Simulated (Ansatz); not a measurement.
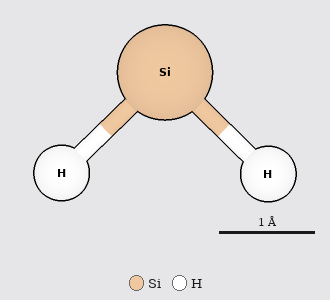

*The structure as given in the input (ball-and-stick view, seen on its broad side).*

## SiH₂ (charge +1): single-point calculation

- system: SiH₂, charge +1, multiplicity 2
- method: UKS r2SCAN-D4/def2-TZVPP (Ansatz 0.2.0)

The geometry is the cation at the geometry of the neutral molecule. The geometry comes from this level: PBE0-D4/def2-TZVP.

**Log**
```
Functional definition: r2SCAN
  name "r2SCAN"
  cite "Furness, Kaplan, Ning, Perdew & Sun, J. Phys. Chem. Lett. 11, 8208 (2020) doi:10.1021/acs.jpclett.0c02405"
  cite "Furness, Kaplan, Ning, Perdew & Sun, J. Phys. Chem. Lett. 11, 9248 (2020) doi:10.1021/acs.jpclett.0c03077"
  parent r2scan
  parameter k0 = 0.174
  parameter k1 = 0.065
  parameter a1 = 4.9479
  exchange = r2scan_x(k0 = k0, k1 = k1, a1 = a1)
  correlation = r2scan_c
406 factors; their error is unknown
mean field evaluation 1: about -7896.5838 eV, gradient 1.3e1 eV
mean field evaluation 2: about -7896.9278 eV, gradient 1.1e1 eV
mean field evaluation 4: about -7897.7618 eV, gradient 4.4e-1 eV
mean field evaluation 8: about -7897.7451 eV, gradient 1.1e-2 eV
mean field evaluation 16: about -7897.7451 eV, gradient 7.9e-6 eV
mean field -7897.74511559 eV, -290.2367797140 hartree, gradient 7.9e-6 eV, S^2 0.754655; 0 other end points of the search recorded, 0 dependent functions left out
reference -7897.74512770 eV, -290.2367801592 hartree; 8, 7 occupied and 62, 63 virtual orbitals, 406 factors
Total energy: -7897.74752631 eV, -290.2368683064 hartree
```

This output came from the following input.

**The input**
```yaml
crystal:
  periodic: [false, false, false]
  atoms:
    - {symbol: Si, position_ang: [-0.491202, 0.468571, -0.213612]}
    - {symbol: H, position_ang: [0.840317, 0.578644, 0.522462]}
    - {symbol: H, position_ang: [-0.349116, -1.047214, -0.308851]}
basis:
  gaussian: {orbitals: def2-TZVPP}
total_charge: 1
magnetization: {spin_polarized: true, initial_magnetization: 1}
hamiltonian: {xc: r2scan, dispersion: d4}
```

**Key numbers**

| quantity | value |
| --- | --- |
| outcome | converged |
| total energy | −7897.7475 eV |
| mean-field energy | −7897.7451 eV |
| dispersion energy | −0.0024 eV |
| ⟨S²⟩ | 0.755 |
| SCF solution under orbital rotations | stable |
| hardware | 2 CPU threads, shared host |
| wall time | 0.7 s (CPU time 1.1 s) |
| peak memory | 0.15 GiB |
